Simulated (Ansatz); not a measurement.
# BRu4: one candidate of a structure search, part 2 of 2

The task: take a trial cell of BRu4 to zero force and stress.

Ansatz 0.2.0; DFT PBE, scalar-relativistic, plane waves, PAW.

## 4. Spin check on a coarse mesh

input.yaml

```yaml
crystal:
  lattice:
    - [-2.5898957499, 2.5898957499, 2.5898957499]
    - [2.5898957499, -2.5898957499, 2.5898957499]
    - [2.5898957499, 2.5898957499, -2.5898957499]
  atoms:
    - { symbol: B, position: [0.0, 0.0, 0.0] }
    - { symbol: Ru, position: [0.5, 0.5, 0.5], spin: 1.0 }
    - { symbol: Ru, position: [0.5, 0.0, 0.0], spin: 1.0 }
    - { symbol: Ru, position: [0.0, 0.0, 0.5], spin: 1.0 }
    - { symbol: Ru, position: [0.0, 0.5, 0.0], spin: 1.0 }
basis:
  ecutwfc: 420
kpoints:
  mp_grid: { grid: [6, 6, 6] }
hamiltonian:
  xc: pbe
scf:
  occupations: { method: gaussian, width: 0.1 }
  lower_state_search: "off"
output:
  forces: true
  stress: true
  eigenvalues: true
  populations: true
magnetization:
  spin_polarized: true
```

The run is started by

```sh
$ ansatz run input.yaml --threads 1 --pin off --max-ram 2560MiB --backend cpu --events-out ev --progress --plain --runs-dir out
```

Log, shortened:

```text
[...]
SCF converged after 16 iterations
Magnetization: 1.2245 μB (34.1123 up, 32.8877 down)
Absolute magnetization: 1.2306 μB (∫|ρ↑−ρ↓|, with the PAW one-centre terms)
Spin contamination: 0.0044 ħ² per cell (⟨S²⟩ above its minimum at these occupations)
Per-site moments (μB) at R_I (Å): [(0.0007664587353713304, 0.9252026489337839), (0.24330888239776247, 0.9252026489337839), (0.24330888239776277, 0.9252026489337839), (0.24330888239776272, 0.9252026489337839), (0.24330888239776252, 0.9252026489337839)]
Free energy (F): -23666.920949 eV
[...]
E sigma→0 (E₀):  -23666.899104 eV
Entropy (-TS):   -0.043690 eV (-8.738 meV/atom)
Fermi energy:    18.796886 eV
[...]
--- Forces (eV/Å), atoms counted from 1 ---
  atom   1  B     -0.00000000     0.00000000    -0.00000000
  atom   2  Ru     0.00000000     0.00000000     0.00000000
  atom   3  Ru     0.00000000    -0.00000000     0.00000000
  atom   4  Ru     0.00000000     0.00000000    -0.00000000
  atom   5  Ru     0.00000000    -0.00000000    -0.00000000
[...]
--- Stress (GPa, compression-positive) ---
        0.399350      -0.000000       0.000000
       -0.000000       0.399350      -0.000000
        0.000000      -0.000000       0.399350
  P = ⅓ Tr σ = 0.3994 GPa (3.994 kbar)
--- Band table (eV; the first three rows and the last of 32) ---
[...]
--- Löwdin populations: 5 sites ---
  site symbol       q [e]    m [muB]
     0      B      3.7577     0.0056
     1     Ru     15.7457     0.3023
     2     Ru     15.7457     0.3023
     3     Ru     15.7457     0.3023
     4     Ru     15.7457     0.3023
  spilling = 0.003875 (of n_electrons = 67.000000)
```

It took 14 s on 1 thread of Intel Xeon at 2.70GHz, shared host; peak memory 0.4 GiB.

Per atom:

| atom | moment in the atom's sphere (μB) | Löwdin electrons |
| --- | --- | --- |
| B1 | 0.00 | 3.76 |
| Ru2 | 0.24 | 15.75 |
| Ru3 | 0.24 | 15.75 |
| Ru4 | 0.24 | 15.75 |
| Ru5 | 0.24 | 15.75 |

The Löwdin counts miss 0.26 of the 67 electrons, which the atomic orbitals do not span, so they are no charges.

The same cell is solved with trial moments on Ru. The largest site moment that stays is 0.24 μB and the cell's total 1.22 μB. The workflow keeps spin only above 0.25 μB on a site, so the next run goes without spin, although a moment survived, so a magnetic state may lie a little lower.

## 5. Relaxation on the finer mesh

The end of the coarse run is made exact in the group found at a tolerance of 0.06 Å and reduced to its primitive cell.

input.yaml

```yaml
crystal:
  lattice:
    - [-2.5898957499, 2.5898957499, 2.5898957499]
    - [2.5898957499, -2.5898957499, 2.5898957499]
    - [2.5898957499, 2.5898957499, -2.5898957499]
  atoms:
    - { symbol: B, position: [0.0, 0.0, 0.0] }
    - { symbol: Ru, position: [0.5, 0.5, 0.5] }
    - { symbol: Ru, position: [0.5, 0.0, 0.0] }
    - { symbol: Ru, position: [0.0, 0.0, 0.5] }
    - { symbol: Ru, position: [0.0, 0.5, 0.0] }
basis:
  ecutwfc: 420
kpoints:
  mp_grid: { grid: [10, 10, 10] }
hamiltonian:
  xc: pbe
scf:
  occupations: { method: gaussian, width: 0.1 }
output:
  forces: true
  stress: true
  eigenvalues: true
  write_density: true
  write_potential: true
  elf: true
  volumetric_format: npy
relax:
  adjacent_minimum: "off"
  f_tol: 0.01
  max_steps: 80
  cell: { stress_tol: 0.05 }
```

The run is started by

```sh
$ ansatz run input.yaml --threads 1 --pin off --max-ram 2560MiB --backend cpu --events-out ev --progress --plain --runs-dir out
```

Log:

```text
Warning: RAYON_NUM_THREADS=1 ignored (pool sized by the plan → 1); use --threads N
Engine: ansatz 0.2.0, x86_64-unknown-linux-gnu
Pseudopotentials: kind: paw
Pseudopotential: B, paw, valence charge 3, recommended cutoff 420 eV (normal), B.paw.azcp
Pseudopotential: Ru, paw, valence charge 16, recommended cutoff 420 eV (normal), Ru.paw.azcp
Functional definition: PBE
  parameter kappa = 0.804
  parameter beta = 0.06672455060314922
  exchange = pbe_x(kappa = kappa, mu = beta*pi^2/3)
  correlation = pbe_c(beta = beta)
Crystal: 5 atoms, lattice volume = 69.488 Å³
Basis set: ecut = 420 eV, 1409 PW (Γ), exchange–correlation on 60×60×60 points (8 copies of the dense FFT grid, shifted against one another)
Bands: 41, of which v1, the nominal top of the filled ones, is band 34 counted from 1 (33 counted from 0)
Symmetry: 48 space group operations
Space group: Im-3m (ITA 229), of the structure as read, at distance tolerance 4.1e-5 Å
k-points: 47 of 1000
Non-local potential: B, projectors of the file, l = 0: 2, l = 1: 2, l = 2: 1
Non-local potential: Ru, projectors of the file, l = 0: 3, l = 1: 2, l = 2: 2, l = 3: 1
PAW form: soft (Blöchl's): semilocal exchange-correlation on the pseudo side does not see the compensation charge
PAW one-centre angular grid: B, 110 points (default); XC on 64 Gauss nodes
PAW one-centre angular grid: Ru, 590 points (default); XC on 64 Gauss nodes
Initial density: superposition of atomic densities (neutral atoms: chi_scale 0, normalization atom), corrected by the library's trained network
Initial wavefunctions: pseudopotential atomic-orbital guess
Functional: x = pbe(κ = 0.804, μ = 0.2195149727645171), c = pbe(β = 0.06672455060314922)
SCF iter   1: F=—  HF=-23666.922046 eV  |F-HF|=—  |Δ(HF+E_count)|=         —  Δρ=7.62e-3  dr2=4.79e-2  ethr=1.77e-3  ⟨swp⟩=5.2  Hψ=6657  notcnv=0
preconditioner: auto → Kerker (q_TF=auto, 2.712 Å⁻¹)  [metal: Δε(μ)=0.005 eV  Ē_g=5.022 eV  σ=0.100 eV  W_gap=0.03  n_scr=18 (ndim 8)  ℏωp=26.4 eV  f_vac=0.000  D(μ)=9.97/eV (n_scr^D=140)]
SCF iter   2: F=—  HF=-23666.915817 eV  |F-HF|=—  |Δ(HF+E_count)|=   6.23e-3  Δρ=3.51e-3  dr2=1.46e-2  ethr=7.15e-5  ⟨swp⟩=1.4  Hψ=2333  notcnv=0
SCF iter   3: F=—  HF=-23666.913238 eV  |F-HF|=—  |Δ(HF+E_count)|=   2.58e-3  Δρ=7.66e-4  dr2=4.15e-4  ethr=2.17e-5  ⟨swp⟩=2.1  Hψ=2682  notcnv=0
SCF iter   4: F=—  HF=-23666.913179 eV  |F-HF|=—  |Δ(HF+E_count)|=   5.94e-5  Δρ=1.66e-4  dr2=1.95e-5  ethr=6.20e-7  ⟨swp⟩=2.0  Hψ=3158  notcnv=0
SCF iter   5: F=—  HF=-23666.913183 eV  |F-HF|=—  |Δ(HF+E_count)|=   4.20e-6  Δρ=5.07e-5  dr2=1.10e-6  ethr=2.91e-8  ⟨swp⟩=2.0  Hψ=2845  notcnv=0
SCF iter   6: F=-23666.913183 eV  HF=-23666.913183 eV  |F-HF|=1.36e-8  |Δ(HF+E_count)|=   4.99e-8  Δρ=1.17e-5  dr2=7.44e-8  ethr=1.49e-10  ⟨swp⟩=11.7  Hψ=13653  notcnv=0
SCF 1 converged in 6 iterations: F = -23666.913183 eV  dr2 = 7.44e-8
relax step   1: F+E_penalty+E_count = -23666.91318301 eV  Δ(F+E_penalty+E_count) = +0.000e0 eV  max|allowed force component| = 1.006e-28 eV/Å  Δτ_max = 0.0000 Å  P = +0.374 GPa  Ω = 69.488 Å³  (6 SCF iters, dr2 threshold 1.00e-7 eV, accepted)
Crystal: 5 atoms, lattice volume = 69.643 Å³
Initial density: handed on by an earlier stage of this run
Initial wavefunctions: those handed on with the density
iter 1 solved again at ethr=2.92e-7 eV; its pass at ethr=3.10e-3 eV (dr2=1.96e-4 eV) is discarded
SCF iter   1: F=—  HF=-23666.913241 eV  |F-HF|=—  |Δ(HF+E_count)|=         —  Δρ=3.90e-4  dr2=2.02e-4  ethr=2.92e-7  ⟨swp⟩=2.0  Hψ=7521  notcnv=0
preconditioner: auto → Kerker (q_TF=auto, 2.711 Å⁻¹)  [metal: Δε(μ)=0.008 eV  Ē_g=4.996 eV  σ=0.100 eV  W_gap=0.05  n_scr=18 (ndim 8)  ℏωp=26.3 eV  f_vac=0.000  D(μ)=10.00/eV (n_scr^D=140)]
SCF iter   2: F=—  HF=-23666.913216 eV  |F-HF|=—  |Δ(HF+E_count)|=   2.53e-5  Δρ=2.12e-4  dr2=6.26e-5  ethr=2.92e-7  ⟨swp⟩=1.5  Hψ=1974  notcnv=0
SCF iter   3: F=—  HF=-23666.913202 eV  |F-HF|=—  |Δ(HF+E_count)|=   1.36e-5  Δρ=2.14e-5  dr2=4.32e-7  ethr=9.34e-8  ⟨swp⟩=2.0  Hψ=2512  notcnv=0
iter 4 did not close the SCF: its close was put off for the readings that it lacked (scf_convergence_deferred on its scf_iter line)
SCF iter   4: F=-23666.913202 eV  HF=-23666.913202 eV  |F-HF|=1.89e-10  |Δ(HF+E_count)|=   8.05e-8  Δρ=3.27e-6  dr2=4.09e-9  ethr=6.45e-10  ⟨swp⟩=2.0  Hψ=2771  notcnv=0
iter 5 did not close the SCF: its close was put off for the readings that it lacked (scf_convergence_deferred on its scf_iter line)
SCF iter   5: F=-23666.913202 eV  HF=-23666.913202 eV  |F-HF|=5.09e-11  |Δ(HF+E_count)|=   1.06e-9  Δρ=6.28e-7  dr2=2.41e-10  ethr=6.11e-12  ⟨swp⟩=2.4  Hψ=3195  notcnv=0
SCF iter   6: F=-23666.913202 eV  HF=-23666.913202 eV  |F-HF|=0.00e0  |Δ(HF+E_count)|=  1.46e-11  Δρ=1.57e-7  dr2=1.54e-11  ethr=1.00e-12  ⟨swp⟩=5.0  Hψ=9006  notcnv=0
SCF 2 converged in 6 iterations: F = -23666.913202 eV  dr2 = 1.54e-11
relax step   2: F+E_penalty+E_count = -23666.91320215 eV  Δ(F+E_penalty+E_count) = -1.914e-5 eV  max|allowed force component| = 8.257e-29 eV/Å  Δτ_max = 0.0000 Å  P = -0.152 GPa  Ω = 69.643 Å³  energy of the carried Pulay correction = -8.749e-5 eV  (6 SCF iters, dr2 threshold 3.49e-7 eV, accepted)
Crystal: 5 atoms, lattice volume = 69.598 Å³
iter 1 solved again at ethr=2.40e-8 eV; its pass at ethr=3.10e-3 eV (dr2=1.61e-5 eV) is discarded
SCF iter   1: F=—  HF=-23666.913248 eV  |F-HF|=—  |Δ(HF+E_count)|=         —  Δρ=1.11e-4  dr2=1.65e-5  ethr=2.40e-8  ⟨swp⟩=2.0  Hψ=7524  notcnv=0
preconditioner: auto → Kerker (q_TF=auto, 2.711 Å⁻¹)  [metal: Δε(μ)=0.009 eV  Ē_g=5.000 eV  σ=0.100 eV  W_gap=0.05  n_scr=18 (ndim 8)  ℏωp=26.3 eV  f_vac=0.000  D(μ)=10.00/eV (n_scr^D=140)]
SCF iter   2: F=—  HF=-23666.913250 eV  |F-HF|=—  |Δ(HF+E_count)|=   2.32e-6  Δρ=6.05e-5  dr2=5.10e-6  ethr=2.40e-8  ⟨swp⟩=1.5  Hψ=1975  notcnv=0
iter 3 did not close the SCF: its close was put off for the readings that it lacked (scf_convergence_deferred on its scf_iter line)
SCF iter   3: F=-23666.913249 eV  HF=-23666.913249 eV  |F-HF|=2.71e-8  |Δ(HF+E_count)|=   1.10e-6  Δρ=6.20e-6  dr2=3.77e-8  ethr=7.62e-9  ⟨swp⟩=2.0  Hψ=2509  notcnv=0
iter 4 did not close the SCF: its close was put off for the readings that it lacked (scf_convergence_deferred on its scf_iter line)
SCF iter   4: F=-23666.913249 eV  HF=-23666.913249 eV  |F-HF|=1.46e-11  |Δ(HF+E_count)|=   7.33e-9  Δρ=9.90e-7  dr2=4.15e-10  ethr=5.62e-11  ⟨swp⟩=2.0  Hψ=2741  notcnv=0
iter 5 did not close the SCF: its close was put off for the readings that it lacked (scf_convergence_deferred on its scf_iter line)
SCF iter   5: F=-23666.913249 eV  HF=-23666.913249 eV  |F-HF|=1.46e-11  |Δ(HF+E_count)|=  8.73e-11  Δρ=2.00e-7  dr2=2.89e-11  ethr=1.00e-12  ⟨swp⟩=2.1  Hψ=3171  notcnv=0
SCF iter   6: F=-23666.913249 eV  HF=-23666.913249 eV  |F-HF|=0.00e0  |Δ(HF+E_count)|=  7.28e-12  Δρ=5.42e-8  dr2=1.95e-12  ethr=1.00e-12  ⟨swp⟩=4.1  Hψ=8041  notcnv=0
SCF 3 converged in 6 iterations: F = -23666.913249 eV  dr2 = 1.95e-12
relax step   3: F+E_penalty+E_count = -23666.91324900 eV  Δ(F+E_penalty+E_count) = -4.685e-5 eV  max|allowed force component| = 1.236e-29 eV/Å  Δτ_max = 0.0000 Å  P = -0.001 GPa  Ω = 69.598 Å³  energy of the carried Pulay correction = -6.214e-5 eV  (6 SCF iters, accepted)
Initial wavefunctions: pseudopotential atomic-orbital guess (no wavefunctions were taken with the density)
iter 1 solved again at ethr=1.26e-7 eV; its pass at ethr=3.10e-3 eV (dr2=8.43e-5 eV) is discarded
SCF iter   1: F=—  HF=-23666.913302 eV  |F-HF|=—  |Δ(HF+E_count)|=         —  Δρ=4.34e-6  dr2=3.32e-9  ethr=1.26e-7  ⟨swp⟩=3.3  Hψ=11842  notcnv=0
eigensolver tolerance schedule: the retry pair's looser diagonalisation over-reported the residual by 25402.80 of it (diagonalisation noise at an unbounded share of the residual, at the tolerance the schedule requests for it); recorded, not acted on — ethr = c·dr2/N_el stays at c = 1.0e-1
preconditioner: auto → Kerker (q_TF=auto, 2.711 Å⁻¹)  [metal: Δε(μ)=0.009 eV  Ē_g=5.000 eV  σ=0.100 eV  W_gap=0.05  n_scr=18 (ndim 8)  ℏωp=26.3 eV  f_vac=0.000  D(μ)=9.99/eV (n_scr^D=140)]
SCF iter   2: F=—  HF=-23666.913306 eV  |F-HF|=—  |Δ(HF+E_count)|=   4.10e-6  Δρ=2.35e-6  dr2=7.28e-10  ethr=4.95e-12  ⟨swp⟩=3.7  Hψ=4572  notcnv=0
SCF iter   3: F=—  HF=-23666.913306 eV  |F-HF|=—  |Δ(HF+E_count)|=  1.96e-10  Δρ=1.05e-6  dr2=1.62e-10  ethr=1.09e-12  ⟨swp⟩=1.0  Hψ=1927  notcnv=0
iter 4 did not close the SCF: its close was put off for the readings that it lacked (scf_convergence_deferred on its scf_iter line)
SCF iter   4: F=-23666.913306 eV  HF=-23666.913306 eV  |F-HF|=2.18e-11  |Δ(HF+E_count)|=  6.55e-11  Δρ=7.15e-8  dr2=4.04e-12  ethr=1.00e-12  ⟨swp⟩=1.0  Hψ=1927  notcnv=0
iter 5 did not close the SCF: its close was put off for the readings that it lacked (scf_convergence_deferred on its scf_iter line)
SCF iter   5: F=-23666.913306 eV  HF=-23666.913306 eV  |F-HF|=0.00e0  |Δ(HF+E_count)|=  1.46e-11  Δρ=3.77e-8  dr2=1.64e-12  ethr=1.00e-12  ⟨swp⟩=1.0  Hψ=1927  notcnv=0
iter 6 did not close the SCF: its close was put off for the readings that it lacked (scf_convergence_deferred on its scf_iter line)
SCF iter   6: F=-23666.913306 eV  HF=-23666.913306 eV  |F-HF|=3.64e-12  |Δ(HF+E_count)|=  3.64e-12  Δρ=8.86e-9  dr2=2.24e-14  ethr=1.00e-12  ⟨swp⟩=1.0  Hψ=1927  notcnv=0
iter 7 did not close the SCF: its close was put off for the readings that it lacked (scf_convergence_deferred on its scf_iter line)
SCF iter   7: F=-23666.913306 eV  HF=-23666.913306 eV  |F-HF|=0.00e0  |Δ(HF+E_count)|=  3.64e-12  Δρ=3.50e-9  dr2=1.16e-14  ethr=1.00e-12  ⟨swp⟩=1.0  Hψ=1927  notcnv=0
SCF iter   8: F=-23666.913306 eV  HF=-23666.913306 eV  |F-HF|=1.09e-11  |Δ(HF+E_count)|=  7.28e-12  Δρ=1.53e-9  dr2=1.71e-15  ethr=1.00e-12  ⟨swp⟩=2.6  Hψ=5694  notcnv=0
SCF 4 converged in 8 iterations: F = -23666.913306 eV  dr2 = 1.71e-15
relax step   4: F+E_penalty+E_count = -23666.91330567 eV  Δ(F+E_penalty+E_count) = -5.667e-5 eV  max|allowed force component| = 2.255e-29 eV/Å  Δτ_max = 0.0000 Å  P = -0.001 GPa  Ω = 69.598 Å³  stress off target by 1.08e-3 GPa  SCF on the basis re-selected at this cell (its energy is not comparable with the rows above)  (8 SCF iters)
basis re-selected at this cell: Δ(F+E_penalty+E_count) = -5.667e-5 eV, ΔP = -0.001 GPa vs the last step (what re-selecting the basis moved, of the pressure what is left beyond the Pulay correction that the steps carried, after the strain that the cell walked since its last selection, with what the two solves' SCF thresholds leave and, on support functions, any second-order correction that the steps lacked; it is no measure of the basis error at this ecutwfc). This SCF's stress stands 1.08e-3 GPa from its target on what of the cell is left free (relax.cell.stress_tol is 5.00e-2 GPa) and its largest allowed force component is 2.25e-29 eV/Å (relax.f_tol is 1.00e-2 eV/Å): within both
SCF converged after 8 iterations
Free energy (F): -23666.913306 eV
Harris-Foulkes:  -23666.913306 eV  (|F-HF|=1.09e-11)
Internal energy: -23666.863333 eV  (E = F + TS)
E sigma→0 (E₀):  -23666.888319 eV
Entropy (-TS):   -0.049973 eV (-9.995 meV/atom)
Fermi energy:    18.733567 eV
--- Per-component energies (eV) ---
  E_band       = -458.867776
  E_kinetic    = 2105.660485
  E_local      = -6161.206587  (includes V_loc(G=0)·N_el)
  E_nonlocal   = 1391.273556
  E_hartree    = 2044.733112
  E_xc         = -790.916706
  E_vxc        = -990.382323  (∫ρ·V_xc dr)
  E_paw        = -13924.374834  (= ΣΔE_a)
  E_vpaw       = -893.678418  (= ΣTr[D̂ρ^β])
  E_aug_tail   = -0.000710  (compensation charges beyond the density's cutoff)
  E_ewald      = -8332.031648
  E_smearing   = -0.049973  (= −TS)
  E_closure    = -0.000000  (closes the sum)
  Σ components = -23666.913306   (vs F -23666.913306, Δ=0.00e0)
--- Forces (eV/Å), atoms counted from 1 ---
  atom   1  B     -0.00000000     0.00000000    -0.00000000
  atom   2  Ru     0.00000000    -0.00000000     0.00000000
  atom   3  Ru     0.00000000     0.00000000    -0.00000000
  atom   4  Ru     0.00000000     0.00000000     0.00000000
  atom   5  Ru     0.00000000    -0.00000000    -0.00000000
  max |Σ_I F_I| component: 7.27e-29 eV/Å
--- Stress (GPa, compression-positive) ---
       -0.001085       0.000000      -0.000000
        0.000000      -0.001085      -0.000000
        0.000000      -0.000000      -0.001085
  P = ⅓ Tr σ = -0.0011 GPa (-0.011 kbar)
--- Band table (eV; the first three rows and the last of 47) ---
  k-point 0: bands = ["-54.0496", "-53.8686", "-53.8686", "-53.8686", "-24.3745", "-24.3745", "-24.3745", "-24.2696", "-24.2696", "-24.2696", "-23.6211", "-23.6211", "-23.6211", "-23.5600", "-23.4509", "-23.4509", "8.5243", "12.7535", "13.2734", "13.2734", "13.9072", "13.9072", "15.2881", "15.2881", "15.2881", "17.8817", "17.8817", "17.8817", "18.2263", "18.2263", "18.2263", "18.2781", "18.2781", "18.2781", "19.9824", "19.9824", "19.9824", "21.7089", "21.7089", "21.7089", "24.0670"]
  k-point 1: bands = ["-54.0451", "-53.8730", "-53.8687", "-53.8687", "-24.3679", "-24.3672", "-24.3537", "-24.2619", "-24.2610", "-24.2496", "-23.6403", "-23.6385", "-23.6175", "-23.5755", "-23.4710", "-23.4592", "8.6343", "12.8699", "13.3399", "13.3681", "13.9668", "14.0059", "15.1743", "15.2960", "15.3861", "17.1291", "17.1545", "17.7277", "17.8339", "18.1986", "18.2556", "18.6097", "18.7988", "19.0171", "19.8839", "19.9290", "19.9474", "21.3392", "21.3801", "21.7483", "23.7739"]
  k-point 2: bands = ["-54.0322", "-53.8858", "-53.8689", "-53.8689", "-24.3541", "-24.3525", "-24.2936", "-24.2339", "-24.2294", "-24.1915", "-23.6951", "-23.6888", "-23.6256", "-23.6072", "-23.5292", "-23.4784", "8.9500", "13.1949", "13.5310", "13.6166", "14.1547", "14.2985", "14.8217", "15.1931", "15.6726", "16.3127", "16.6143", "17.1505", "17.6345", "18.2341", "18.2970", "18.5550", "18.9292", "19.3526", "19.6934", "19.7740", "19.8827", "20.5812", "20.9672", "22.0837", "23.2261"]
  k-point 46: bands = ["-53.9578", "-53.9578", "-53.9578", "-53.7817", "-24.5320", "-24.3696", "-24.3696", "-24.2262", "-24.2262", "-24.2262", "-23.5876", "-23.5876", "-23.5876", "-23.5166", "-23.5166", "-23.5166", "12.3014", "12.3014", "12.3014", "12.4790", "14.5720", "14.5720", "14.5720", "14.6869", "14.6869", "14.6869", "17.2152", "17.2152", "17.2152", "17.8352", "17.8352", "17.8352", "18.5122", "18.5122", "20.0025", "20.3064", "20.3064", "21.8584", "21.8584", "23.9322", "23.9322"]
--- Relaxed structure (3 steps of the walk, 3 accepted, 1 SCFs on fresh bases) ---
  F+E_penalty+E_count = -23666.91330567 eV   max|allowed force component| = 2.255e-29 eV/Å   (the final SCF, on the basis selected at the relaxed cell)
  cell:  # Å, volume = 69.5978 Å³
    - [-2.5912653135786234, 2.5912653135786234, 2.5912653135786234]
    - [2.5912653135786234, -2.5912653135786234, 2.5912653135786234]
    - [2.5912653135786234, 2.5912653135786234, -2.5912653135786234]
  atoms:
    - { symbol: B, position: [-7.97855410297048e-36, 4.49277803852327e-36, 7.668707341653497e-36] }
    - { symbol: Ru, position: [0.5, 0.5, 0.5] }
    - { symbol: Ru, position: [0.5, 0.0, 0.0] }
    - { symbol: Ru, position: [0.0, 0.0, 0.5] }
    - { symbol: Ru, position: [0.0, 0.5, 0.0] }
```

It took 40 s on 1 thread of Intel Xeon at 2.70GHz, shared host; peak memory 0.43 GiB.

Relaxation path:

| step | energy from step 1 (eV/cell) | largest force component (eV/Å) | pressure (GPa) | volume (Å³) |
| --- | --- | --- | --- | --- |
| 1 | 0.0000 | 0.0000 | 0.37 | 69.49 |
| 2 | 0.0000 | 0.0000 | -0.15 | 69.64 |
| 3 | -0.0001 | 0.0000 | 0.00 | 69.60 |
| 4 | -0.0001 | 0.0000 | 0.00 | 69.60 |

Step 1 is the start. Step 4 repeats the geometry before it on a plane-wave basis chosen anew for that cell, so its energy need not be comparable with the rows above.

Lengths and angles in the start's conventional setting:

|  | before | after | change |
| --- | --- | --- | --- |
| a (Å) | 5.180 | 5.183 | +0.1 % |
| b (Å) | 5.180 | 5.183 | +0.1 % |
| c (Å) | 5.180 | 5.183 | +0.1 % |
| volume (Å³/atom) | 13.90 | 13.92 | +0.2 % |
| shortest distance (Å) | 2.243 | 2.244 | +0.1 % |
| space group (0.01 Å) | Im-3m | Im-3m | same |

Forces and stress were held to the start's 48 operations: a distortion of lower symmetry was not tested.

Axes a, b and c in the maps are those of this run's conventional cell (a, b, c = 5.183, 5.183, 5.183 Å).

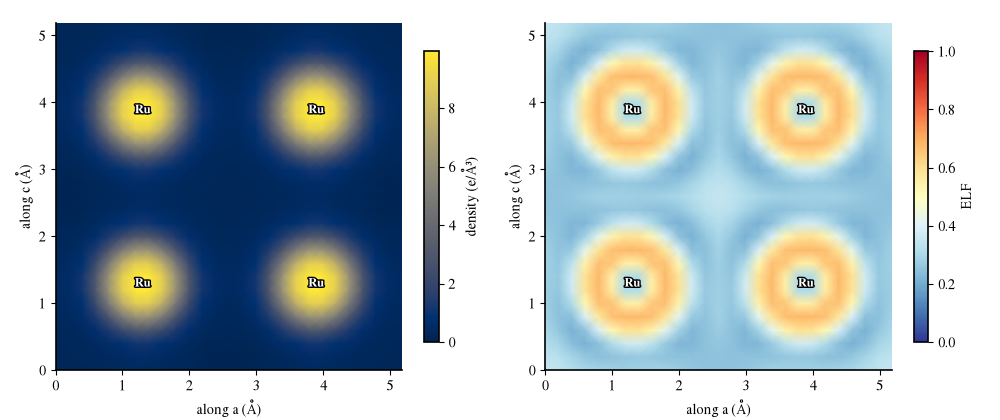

Density (left) and ELF (right) in a lattice plane of the grid's cell (edges 5.18 and 5.18 Å, at 0.250 of the third edge), which holds Ru. Only atoms in the plane are labelled. Both are smooth fields of the valence electrons: close to the nuclei they are not physical.

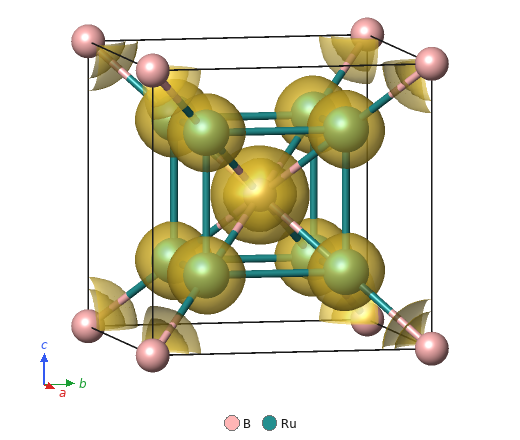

Surface of ELF = 0.59, drawn in one cell.

The highest ELF values outside the cores: 0.65 in the shell around B, 0.7 Å from B.

## 6. Outcome

What follows sums up all 2 parts. Changes of volume or cell count from the first structure of part 1.

```
                              quantity                                                                      value
symmetry at the end (tolerance 0.05 Å)                                                space group Im-3m (No. 229)
                     conventional cell  a = 5.183 Å, b = 5.183 Å, c = 5.183 Å, α = 90.00°, β = 90.00°, γ = 90.00°
                                volume                                                              13.92 Å³/atom
              energy over the elements                                                              +0.76 eV/atom
                       gap on the mesh                                                               none (metal)
```

The space group Im-3m (No. 229) is kept, and the volume per atom grows by 18.6 % from the first guess. The formation energy is positive, so the separate elements lie lower. No finished test with a distortion of lower symmetry is shown, so the end may be a saddle point. Other magnetic orders were not searched.
